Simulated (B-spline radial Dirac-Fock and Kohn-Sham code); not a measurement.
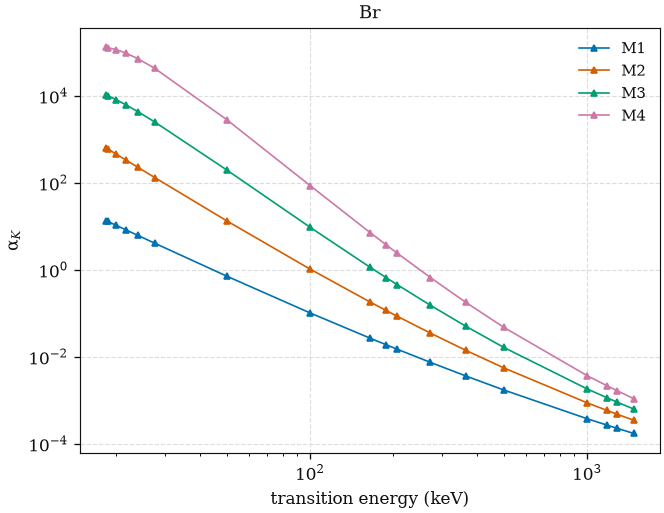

K-shell internal conversion coefficients against transition energy, at the marked points and joined by straight lines (also across edges). It refers to bromine (Z = 35). The calculation used a Dirac–Hartree–Slater potential of the neutral atom, no hole, surface-current nucleus (a B-spline radial code).

How do the multipoles rank at 1280 keV?

M4 (0.00167), M3 (9.12 × 10⁻⁴), M2 (4.80 × 10⁻⁴), M1 (2.28 × 10⁻⁴).

Above what energy does an M1 transition emit more photons than K-shell conversion electrons?

Between 27.5 and 50.0 keV, where α drops through 1.
